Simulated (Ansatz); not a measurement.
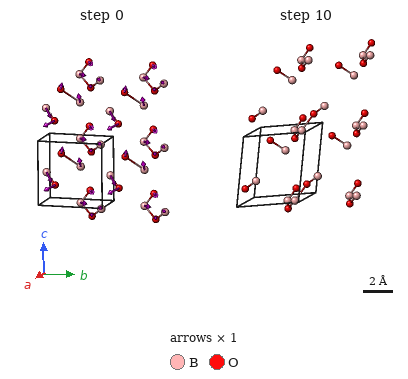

The structure of crystalline BO (built on the FeSi (B20)_198 type) (coarse preliminary run) before (left) and after (right) a relaxation, at one scale. The purple arrows give the displacements (the part carried along by the change of the cell is left out), at their true length.

A ball-and-stick model of the cell of the calculation, repeated 1 × 2 × 2 with one cell outlined, seen slightly off an axis.

Theory: DFT PBE, scalar-relativistic, plane waves, PAW in Ansatz. Set-up: plane-wave cutoff 420 eV; k-point mesh 6 × 6 × 6; occupations gaussian; smearing width 0.1 eV; no spin polarisation; cell and atoms relaxed; force threshold 0.015 eV/Å; at most 120 steps.

Describe what moved and what it gained.

The run was cut off at its time limit before the relaxation converged, so the last structure is only a point on the way. After 10 geometry steps the energy has fallen by 1243 meV per atom. Largest force component: 4.3 eV/Å at the start, 1.3 eV/Å at the end. Pressure: −0.29 GPa at the start and −2.12 GPa at the end. The atom that moves furthest relative to the cell is an O atom (1.09 Å along [3 −3 −1]). Largest moves by element: O 1.09 Å, B 0.87 Å. The volume changes by −2.9 %, with a 4.540 → 4.369 Å (−3.8 %), b 4.560 → 4.368 Å (−4.2 %), c 4.589 → 5.022 Å (+9.4 %), α 91.6° → 79.4°, β 86.9° → 91.9°, γ 90.5° → 102.2°. Near-neighbour distances that change, for instance: B–B 3.199 → 2.243 Å, B–O 2.420 → 1.483 Å, B–O 2.114 → 1.581 Å, B–O 1.842 → 1.308 Å. New bonds form: B–O (1.98 → 1.44 Å), B–O (2.11 → 1.58 Å), B–O (2.42 → 1.48 Å). Among the angles between lasting bonds that change: O–B–O 118.3° → 144.1°, B–O–B 123.4° → 128.0°. The space group stays P1 (No. 1).
